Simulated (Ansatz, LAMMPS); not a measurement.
**Na+ TFSI- in fluoroethylene carbonate at 400 K (228 atoms): support functions against a reference**

Wanted: errors and times of a linear-scaling basis for Na+ TFSI- in fluoroethylene carbonate at 400 K (228 atoms). A setting counts as converged where the r.m.s. difference of forces stays under 1 % of the r.m.s. force.

Main program and level: Ansatz 0.2.0; Kohn-Sham DFT, PBEsol, PAW (set soft_2), plane waves.

### Step 1. Set-up

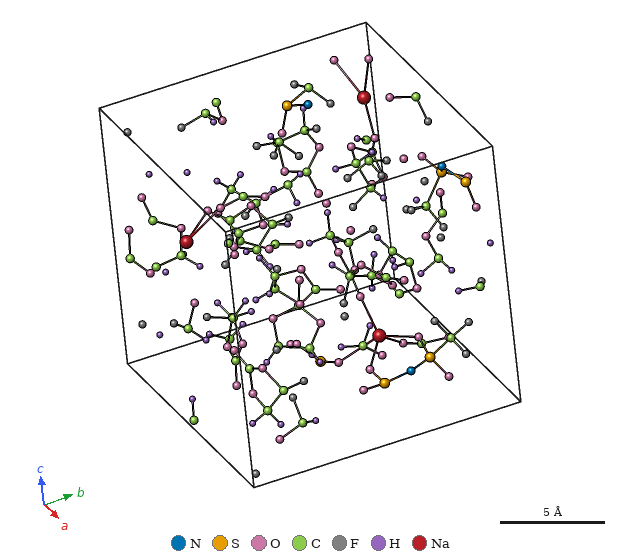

The cell as given, from a free direction (nitrogen blue, sulfur orange, oxygen pink, carbon green, fluorine grey, hydrogen purple, sodium red). Bonds to atoms that aren't drawn are left out. Some periodic images of atoms are drawn too.

The cell holds 228 atoms: 3 N, 6 S, 66 O, 60 C, 36 F, 54 H and 3 Na. Its edges and angles: a = 14.355 Å, b = 14.355 Å, c = 14.355 Å, α = 90.0°, β = 90.0°, γ = 90.0°. 18 fluoroethylene carbonate, 3 Na+, 3 TFSI- placed at random, at 1.58 g/cm³; overlaps pushed apart, then 10 ps at 550 K with Joung-Cheatham ions (J. Phys. Chem. B 112, 9020 (2008)); MMFF94 bonds, angles, torsions, charges and radii (Halgren, J. Comput. Chem. 17, 490 (1996)) in harmonic and 12-6 forms; charges of ions scaled by 0.8. Snapshot after 30 ps at 400 K and fixed volume.

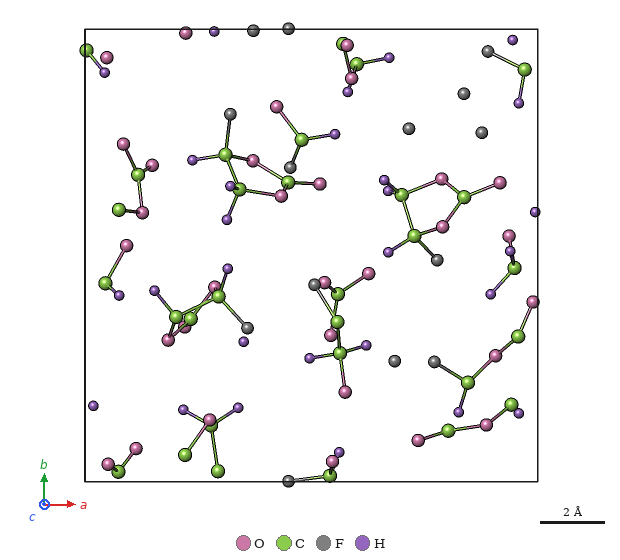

A slice 6 Å thick through the middle of the cell. Bonds to atoms that aren't drawn are left out.

What the set-up can't give: The network of contacts between molecules at the start is that of the classical potential that made the cell, and needn't be the one that DFT or experiment would give. The functional has no dispersion term, which matters for the binding between molecules or layers. The density was typed from a rule of thumb and may lie off the real one at this temperature. The Brillouin zone is sampled at Γ only, in a cell whose shortest periodic width is 14 Å.

### Step 2. Making the structure

A classical potential makes the cell, at a small fraction of what the same run would cost in DFT.

This step: classical MD, Joung-Cheatham ions (J. Phys. Chem. B 112, 9020 (2008)); MMFF94 bonds, angles, torsions, charges and radii (Halgren, J. Comput. Chem. 17, 490 (1996)) in harmonic and 12-6 forms; charges of ions scaled by 0.8 (LAMMPS 22 Jul 2025 - Update 4).

in.lmp reads:

```
# Na+ TFSI- in fluoroethylene carbonate
units real
atom_style full
boundary p p p
bond_style harmonic
angle_style harmonic
dihedral_style opls
improper_style harmonic
special_bonds lj 0 0 0.5 coul 0 0 0.75
read_data data.lmp
neigh_modify delay 0 every 1 check yes one 4000
comm_modify cutoff 12.0
timestep 0.5
thermo_style custom step time temp pe press density
thermo_modify norm yes
# push overlapping molecules apart
pair_style soft 2.6
pair_coeff * * 0.0
variable a equal ramp(1,60)
fix ad all adapt 1 pair soft a * * v_a
velocity all create 550 637701 mom yes dist gaussian
fix lim all nve/limit 0.03
fix lan all langevin 550 550 50 637702 zero yes
thermo 1000
run 3000 post no
unfix ad
pair_style lj/cut/coul/long 9.0
pair_modify mix arithmetic tail yes
pair_coeff 1 1 0.0721 3.5530   # N
pair_coeff 2 2 0.2681 3.4180   # S
pair_coeff 3 3 0.0763 3.0960   # O
pair_coeff 4 4 0.0678 3.3680   # C
pair_coeff 5 5 0.0801 2.5590   # F
pair_coeff 6 6 0.0763 3.0430   # O
# [... 22 lines left out ...]
compute msd all msd com yes
thermo 7500
fix md all nvt temp 400 400 100
run 30000 post no
print "== T400: mean square displacement over the hold $(c_msd[4]:%.2f) A^2"
unfix md
uncompute msd
write_dump all custom T400.dump id type xs ys zs modify sort id
```

On the command line:

```bash
$ lmp -in in.lmp -log none -nocite
```

Numbers of over 12 decimals in the logs are rounded to 6 here.

Log:

```text
LAMMPS (22 Jul 2025 - Update 4)
Reading data file ...
  orthogonal box = (0 0 0) to (14.35526 14.35526 14.35526)
  228 atoms
  orthogonal box = (0 0 0) to (14.35526 14.35526 14.35526)
  222 bonds
  381 angles
  414 dihedrals
  18 impropers
   Step          Time           Temp          PotEng         Press         Density
         0   0              550            0.80503032     810.55598      1.5819982
      1000   500            500.19502      2.1497784      14398.098      1.5819982
      2000   1000           512.72414      1.9867944      25010.232      1.5819982
      3000   1500           559.08405      1.7955489      12668.159      1.5819982
Loop time of 0.405532 s on 1 MPI rank(s) for 3000 steps with 228 atoms
PPPM initialization ...
  G vector (1/distance) = 0.29023941
  grid = 8 8 8
  estimated relative force accuracy = 6.2434796e-05
   Step          Time           Temp          PotEng         Press         Density
[... 14 lines left out ...]
      2000   1000           548.53056     -1.7557344     -3619.6971      1.5819982
Loop time of 1.27786 s on 1 MPI rank(s) for 2000 steps with 228 atoms
   Step          Time           Temp          PotEng         Press         Density
      2000   1000           548.53056     -1.7557344     -3619.6971      1.5819982
[... 5 lines left out ...]
Loop time of 6.6775 s on 1 MPI rank(s) for 10000 steps with 228 atoms
   Step          Time           Temp          PotEng         Press         Density
[... 4 lines left out ...]
Loop time of 3.29661 s on 1 MPI rank(s) for 5000 steps with 228 atoms
   Step          Time           Temp          PotEng         Press         Density
[... 2 lines left out ...]
     30000   29000          389.4593      -2.2445008      1513.2014      1.5819982
     37500   36500          381.35656     -2.2085873     -2249.5207      1.5819982
     45000   44000          377.8843      -2.3635272     -1444.9838      1.5819982
     47000   46000          415.39565     -2.1613301     -4817.0845      1.5819982
Loop time of 19.6609 s on 1 MPI rank(s) for 30000 steps with 228 atoms
== T400: mean square displacement over the hold 17.11 A^2
```

Elapsed: 32 s, on 1 thread of Arm Neoverse V2, shared host; peak memory 0.13 GiB.

The input also reads data.lmp (atoms, bonds and types; not printed here).

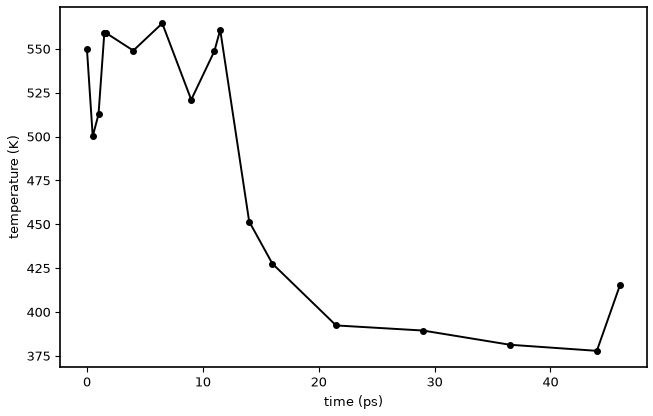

Temperature against time.

### Step 3. Plane-wave single point

This run is the reference for what follows, at a cutoff of 420 eV.

input.yaml reads:

```yaml
crystal:
  lattice:
    - [14.35526, 0.0, 0.0]
    - [0.0, 14.35526, 0.0]
    - [0.0, 0.0, 14.35526]
  atoms:
    - { symbol: "N", position: [0.86372, 0.67099, 0.16561] }
    - { symbol: S, position: [0.80442, 0.59456, 0.11403] }
    - { symbol: O, position: [0.83656, 0.50238, 0.13339] }
    - { symbol: O, position: [0.70614, 0.58695, 0.12283] }
    - { symbol: C, position: [0.83394, 0.61534, 0.99155] }
    - { symbol: F, position: [0.80873, 0.54102, 0.93647] }
    - { symbol: F, position: [0.80015, 0.69285, 0.95006] }
    - { symbol: F, position: [0.93112, 0.61503, 0.98096] }
    - { symbol: S, position: [0.81476, 0.76505, 0.16369] }
    - { symbol: O, position: [0.83485, 0.81756, 0.08012] }
    - { symbol: O, position: [0.71892, 0.77087, 0.1942] }
    - { symbol: C, position: [0.88027, 0.82153, 0.25231] }
    - { symbol: F, position: [0.83837, 0.90935, 0.26379] }
    - { symbol: F, position: [0.87698, 0.77093, 0.33291] }
    - { symbol: F, position: [0.9717, 0.83249, 0.22986] }
    - { symbol: "N", position: [0.84925, 0.87013, 0.89229] }
    - { symbol: S, position: [0.76989, 0.89923, 0.82135] }
    - { symbol: O, position: [0.67365, 0.87397, 0.84444] }
    - { symbol: O, position: [0.77753, 0.98991, 0.77544] }
    - { symbol: C, position: [0.79673, 0.81864, 0.72773] }
    - { symbol: F, position: [0.83736, 0.85697, 0.65217] }
    - { symbol: F, position: [0.84258, 0.74496, 0.759] }
    - { symbol: F, position: [0.71586, 0.77972, 0.68901] }
    - { symbol: S, position: [0.94885, 0.91007, 0.86516] }
    - { symbol: O, position: [0.0233, 0.85987, 0.9104] }
    - { symbol: O, position: [0.96659, 0.93017, 0.76854] }
    - { symbol: C, position: [0.95039, 0.026, 0.92251] }
    - { symbol: F, position: [0.02192, 0.08369, 0.88841] }
    - { symbol: F, position: [0.86952, 0.0649, 0.89035] }
    - { symbol: F, position: [0.94457, 0.03459, 0.01601] }
    - { symbol: "N", position: [0.3716, 0.60556, 0.99116] }
    - { symbol: S, position: [0.42926, 0.52453, 0.04113] }
    [... 190 atom lines left out ...]
    - { symbol: H, position: [0.57674, 0.26908, 0.19491] }
    - { symbol: H, position: [0.59319, 0.42902, 0.1789] }
    - { symbol: H, position: [0.70674, 0.409, 0.21188] }
    - { symbol: Na, position: [0.61068, 0.01315, 0.76819] }
    - { symbol: Na, position: [0.14887, 0.90173, 0.81078] }
    - { symbol: Na, position: [0.58223, 0.68462, 0.16201] }
kpoints:
  mp_grid: { grid: [1, 1, 1] }
hamiltonian:
  xc: pbesol
scf:
  occupations: { method: gaussian, width: 0.025 }
output:
  forces: true
  stress: true
  populations: intrinsic
  dos:
    method: { smearing: { sigma: 0.15 } }
    de: 0.1
    projected: { site_lists: { C: [C], F: [F], H: [H], "N": ["N"], Na: [Na] } }
  eigenvalues: true
  write_density: true
  write_potential: true
  volumetric_format: npy
```

On the command line:

```bash
$ ansatz run input.yaml --threads 8 --pin off --max-ram 15872MiB --backend cpu --events-out ev --progress --plain --runs-dir out
```

Log:

```text
Engine: ansatz 0.2.0, aarch64-unknown-linux-gnu
Pseudopotentials: kind: paw
Pseudopotential: N, paw, valence charge 5, recommended cutoff 420 eV (normal), N.paw.azcp
Pseudopotential: S, paw, valence charge 6, recommended cutoff 420 eV (normal), S.paw.azcp
Pseudopotential: O, paw, valence charge 6, recommended cutoff 420 eV (normal), O.paw.azcp
Pseudopotential: C, paw, valence charge 4, recommended cutoff 420 eV (normal), C.paw.azcp
Pseudopotential: F, paw, valence charge 7, recommended cutoff 420 eV (normal), F.paw.azcp
Pseudopotential: H, paw, valence charge 1, recommended cutoff 420 eV (normal), H.paw.azcp
Pseudopotential: Na, paw, valence charge 9, recommended cutoff 420 eV (normal), Na.paw.azcp
Functional definition: PBEsol
  exchange = pbesol_x
  correlation = pbesol_c
Crystal: 228 atoms, lattice volume = 2958.239 Å³
Basis set: ecut = 420 eV, 57747 PW (Γ), exchange–correlation on 192×192×192 points (8 copies of the dense FFT grid, shifted against one another)
Bands: 738, of which v1, the nominal top of the filled ones, is band 510 counted from 1 (509 counted from 0)
Symmetry: 1 space group operations
Space group: P1 (ITA 1), of the structure as read, at distance tolerance 1.4e-4 Å
k-points: 1
Non-local potential: N, projectors of the file, l = 0: 2, l = 1: 2, l = 2: 1
Non-local potential: S, projectors of the file, l = 0: 2, l = 1: 2, l = 2: 2
Non-local potential: O, projectors of the file, l = 0: 2, l = 1: 2, l = 2: 1
Non-local potential: C, projectors of the file, l = 0: 2, l = 1: 2, l = 2: 1
Non-local potential: F, projectors of the file, l = 0: 2, l = 1: 2, l = 2: 1
Non-local potential: H, projectors of the file, l = 0: 2, l = 1: 1
Non-local potential: Na, projectors of the file, l = 0: 3, l = 1: 2, l = 2: 1
PAW form: soft (Blöchl's): semilocal exchange-correlation on the pseudo side does not see the compensation charge
PAW frozen core: N, regenerated for the run's functional, and the local potential with it (the file was generated under x = pbe(κ = 0.804, μ = 0.219515), c = pbe(β = 0.066725))
PAW frozen core: S, regenerated for the run's functional, and the local potential with it (the file was generated under x = pbe(κ = 0.804, μ = 0.219515), c = pbe(β = 0.066725))
PAW frozen core: O, regenerated for the run's functional, and the local potential with it (the file was generated under x = pbe(κ = 0.804, μ = 0.219515), c = pbe(β = 0.066725))
PAW frozen core: C, regenerated for the run's functional, and the local potential with it (the file was generated under x = pbe(κ = 0.804, μ = 0.219515), c = pbe(β = 0.066725))
PAW frozen core: F, regenerated for the run's functional, and the local potential with it (the file was generated under x = pbe(κ = 0.804, μ = 0.219515), c = pbe(β = 0.066725))
PAW frozen core: Na, regenerated for the run's functional, and the local potential with it (the file was generated under x = pbe(κ = 0.804, μ = 0.219515), c = pbe(β = 0.066725))
PAW one-centre angular grid: N, 110 points (default); XC on 64 Gauss nodes
PAW one-centre angular grid: S, 110 points (default); XC on 64 Gauss nodes
PAW one-centre angular grid: O, 110 points (default); XC on 64 Gauss nodes
PAW one-centre angular grid: C, 110 points (default); XC on 64 Gauss nodes
PAW one-centre angular grid: F, 110 points (default); XC on 64 Gauss nodes
PAW one-centre angular grid: H, 110 points (default); XC on 64 Gauss nodes
PAW one-centre angular grid: Na, 110 points (default); XC on 64 Gauss nodes
Initial density: superposition of atomic densities (neutral atoms: chi_scale 0, normalization atom), corrected by the library's trained network
Initial wavefunctions: pseudopotential atomic-orbital guess
Functional: x = pbesol(κ = 0.804, μ = 0.123457), c = pbesol(β = 0.046)
SCF iter   1: F=—  HF=-92280.945446 eV  |F-HF|=—  |Δ(HF+E_count)|=         —  Δρ=8.91e-3  dr2=1.85e0  ethr=1.77e-3  ⟨swp⟩=6.0  Hψ=3127  notcnv=0  defer=199
preconditioner: auto → Resta (q_TF=auto, 2.285 Å⁻¹)  ε∞=2.5  [insulator: Δε(μ)=4.490 eV  Ē_g=17.534 eV  σ=0.025 eV  W_gap=1.00  n_scr=618 (ndim 8)  ℏωp=21.7 eV  f_vac=0.326  D(μ)=0.00/eV (n_scr^D=0)  ε∞_Penn≈2.5]
SCF iter   2: F=—  HF=-92280.503603 eV  |F-HF|=—  |Δ(HF+E_count)|=   4.42e-1  Δρ=3.69e-3  dr2=3.36e-1  ethr=1.82e-4  ⟨swp⟩=2.0  Hψ=1201  notcnv=0  defer=222
SCF iter   3: F=—  HF=-92280.461887 eV  |F-HF|=—  |Δ(HF+E_count)|=   4.17e-2  Δρ=1.70e-3  dr2=9.90e-2  ethr=3.30e-5  ⟨swp⟩=2.0  Hψ=972  notcnv=0  defer=222
SCF iter   4: F=—  HF=-92280.448646 eV  |F-HF|=—  |Δ(HF+E_count)|=   1.32e-2  Δρ=6.64e-4  dr2=1.65e-2  ethr=9.70e-6  ⟨swp⟩=2.0  Hψ=925  notcnv=0  defer=222
SCF iter   5: F=—  HF=-92280.446720 eV  |F-HF|=—  |Δ(HF+E_count)|=   1.93e-3  Δρ=3.44e-4  dr2=3.96e-3  ethr=1.62e-6  ⟨swp⟩=2.0  Hψ=1306  notcnv=0  defer=221
SCF iter   6: F=—  HF=-92280.446399 eV  |F-HF|=—  |Δ(HF+E_count)|=   3.21e-4  Δρ=1.17e-4  dr2=5.58e-4  ethr=3.89e-7  ⟨swp⟩=2.0  Hψ=941  notcnv=0  defer=221
SCF iter   7: F=—  HF=-92280.446413 eV  |F-HF|=—  |Δ(HF+E_count)|=   1.36e-5  Δρ=6.95e-5  dr2=1.31e-4  ethr=5.47e-8  ⟨swp⟩=3.0  Hψ=974  notcnv=0  defer=221
SCF iter   8: F=—  HF=-92280.446399 eV  |F-HF|=—  |Δ(HF+E_count)|=   1.36e-5  Δρ=2.21e-5  dr2=1.44e-5  ethr=1.28e-8  ⟨swp⟩=2.0  Hψ=973  notcnv=0  defer=221
SCF iter   9: F=—  HF=-92280.451302 eV  |F-HF|=—  |Δ(HF+E_count)|=   4.90e-3  Δρ=9.18e-6  dr2=2.39e-6  ethr=1.41e-9  ⟨swp⟩=2.0  Hψ=1027  notcnv=0  defer=221
SCF iter  10: F=—  HF=-92280.451302 eV  |F-HF|=—  |Δ(HF+E_count)|=   3.59e-7  Δρ=5.09e-6  dr2=7.02e-7  ethr=2.34e-10  ⟨swp⟩=2.0  Hψ=1024  notcnv=0  defer=221
SCF iter  11: F=-92280.451302 eV  HF=-92280.451302 eV  |F-HF|=1.40e-8  |Δ(HF+E_count)|=   6.24e-8  Δρ=1.48e-6  dr2=6.78e-8  ethr=9.80e-12  ⟨swp⟩=18.0  Hψ=6649  notcnv=0
SCF 1 converged in 11 iterations: F = -92280.451302 eV  dr2 = 6.78e-8
  greatest PAW one-centre occupation: 0.999 electrons in one spin orbital (limit 2), on the Na atom at site 227 (counted from 0), in its partial waves of l = 0
WARN: The input density's exchange-correlation potential varies sharply where the density is thin. Do not read a vacuum level from v_tot or v_xc, or from such a field of the output density. On a cell that repeats whose density bears no net charge and no dipole along the vacuum's axis use v_es (v_loc + v_h of the components); [...]
SCF converged after 11 iterations
Free energy (F): -92280.451302 eV
Harris-Foulkes:  -92280.451302 eV  (|F-HF|=1.40e-8)
Internal energy: -92280.451302 eV  (E = F + TS)
E sigma→0 (E₀):  -92280.451302 eV
Fermi energy:    2.146150 eV
--- Per-component energies (eV) ---
  E_band       = -9900.536408
  E_kinetic    = 26556.500454
  E_local      = -105545.529827  (includes V_loc(G=0)·N_el)
  E_nonlocal   = 8208.016533
  E_hartree    = 40520.850286
  E_xc         = -11756.604725
  E_vxc        = -14773.976131  (∫ρ·V_xc dr)
  E_paw        = -27418.565838  (= ΣΔE_a)
  E_vpaw       = -5387.421547  (= ΣTr[D̂ρ^β])
  E_aug_tail   = 0.163291  (compensation charges beyond the density's cutoff)
  E_ewald      = -22851.024517
  E_core_change = 5.743041  (= ΣΔE_core)
  E_smearing   = -0.000000  (= −TS)
  E_closure    = 0.000000  (closes the sum)
  Σ components = -92280.451302   (vs F -92280.451302, Δ=0.00e0)
--- Forces (eV/Å), atoms counted from 1 ---
  atom   1  N     -0.30377633    -2.47704087    -0.04954466
  atom   2  S      1.25302376    -2.38235372     0.32768868
  atom   3  O      2.28250570    -0.97396900    -0.15167564
  atom   4  O     -2.83320524     2.09869540    -0.22272375
  atom   5  C      2.08420638    -0.46122090    -3.01247625
  atom   6  F     -0.55781818     0.72418830     0.93543567
  atom   7  F      0.17261143    -1.15304689     0.91190042
  atom   8  F     -1.80494998     0.56410395     0.77842796
  atom   9  S     -0.55926577     3.48399552    -1.69937131
  atom  10  O      0.03081433     0.18117512     0.32705425
  atom  11  O     -0.66745498    -0.33789220     0.71327585
  atom  12  C      0.94573439     0.89575291     1.52545730
  atom  13  F      1.07216011    -1.70266447     0.03394328
  atom  14  F     -0.12989744     1.23800250    -0.83668192
[...]
atom 227  Na     0.33660074     0.07929341     0.01285054
  atom 228  Na     0.44045821    -0.13070407    -0.58290147
  max |Σ_I F_I| component: 8.80e-5 eV/Å
--- Stress (GPa, compression-positive) ---
        1.709949      -0.074845       0.079528
       -0.074844       1.155056       0.116356
        0.079528       0.116356       0.850556
  P = ⅓ Tr σ = 1.2385 GPa (12.385 kbar)
--- Band table (eV) ---
  k-point 0: bands = ["-49.4958", "-49.3706", "-48.6268", "-27.3129", [... 722 levels ...], "10.8580", "10.9022", "10.9128", "10.9243", "10.9491", "10.9831", "11.0001", "11.0269", "11.0506", "11.0898", "11.1120", "11.1152"]
--- intrinsic populations: 228 sites ---
  site symbol       q [e]
     0      N      6.0297
     1      S      3.8366
     2      O      6.9267
[...]
227     Na      8.2345
  spilling = -0.000000 (of n_electrons = 1020.000000)
```

Run time: 56 s. Hardware: 8 threads of Arm Neoverse V2, shared host; peak memory 5.2 GiB; 7.1 min of CPU time.

The program notes that the exchange-correlation potential is rough where the density is thin.

Read from the output:

| Quantity | Value |
| --- | --- |
| free energy | -92280.4513 eV |
| free energy per atom | -404.7388 eV/atom |
| SCF cycles | 11 |
| pressure | 1.239 GPa |
| r.m.s. force component | 1.279 eV/Å |
| longest force | 6.486 eV/Å |
| Fermi energy | 2.146 eV |
| gap (highest filled to lowest empty level) | 3.885 eV |

Length of the force by element:

```csv
element,coordination,atoms,mean length of the force (eV/Å),spread,least,most
C,all,60,2.61,1.27,0.816,6.46
F,all,36,1.43,0.639,0.304,3.41
H,all,54,1.20,0.574,0.270,2.86
N,all,3,2.46,1.37,0.772,4.12
Na,all,3,0.557,0.163,0.346,0.742
O,all,66,1.97,1.04,0.375,4.55
S,all,6,3.17,1.64,1.83,6.49
```

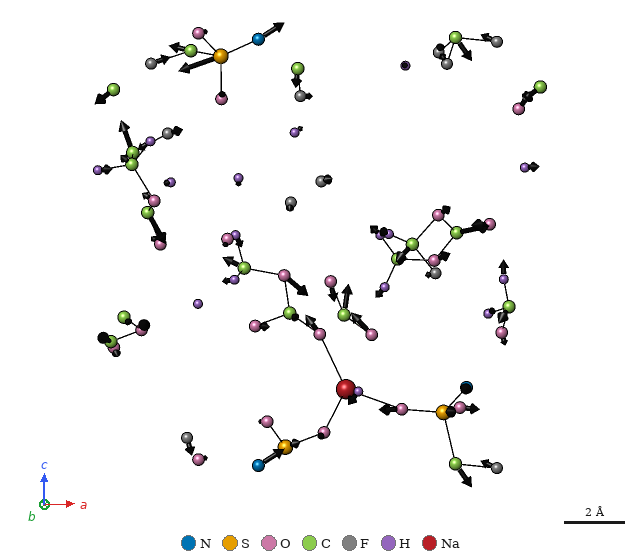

Forces as arrows; the longest in the cell is 6.49 eV/Å. Drawn is a slice 4 Å thick, seen along the normal of the ac plane. Bonds to atoms that aren't drawn are left out.

Intrinsic-atomic-orbital charges by element:

```csv
element,coordination,atoms,mean charge (e),spread,least,most
C,all,60,0.286,0.331,-0.207,0.663
F,all,36,-0.283,0.0266,-0.320,-0.222
H,all,54,0.214,0.0145,0.174,0.244
N,all,3,-1.03,0.024,-1.05,-0.996
Na,all,3,0.766,0.0031,0.762,0.770
O,all,66,-0.462,0.218,-0.932,-0.277
S,all,6,2.13,0.0216,2.11,2.16
```

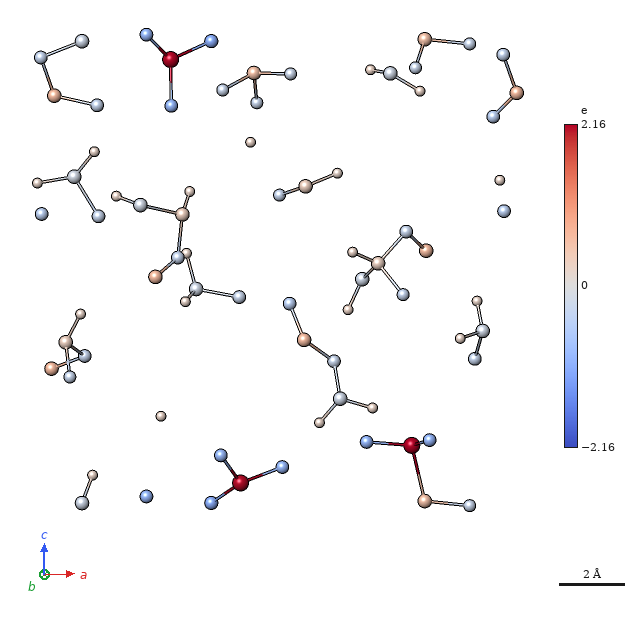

Atoms coloured by intrinsic-atomic-orbital charge. Drawn is a slice 4 Å thick, seen along the normal of the ac plane. Bonds to atoms that aren't drawn are left out.

(Continued in part 2 of 2.)

[Logs are printed without paths, hosts, clocks, repeated set-up lines and the standing remarks that a program may print on its own settings, such as how far it seeks lower states.]

[Hosts, paths, dates, database ids (printed as entryN), source tags and the programs' standing remarks are cut or masked in the printed files.]

[The MMFF94 radii named for the starting cell were scaled by 0.96; in molecules described by MMFF94, hydrogen bound to N, O or S took a small fixed 12-6 site in their place.]
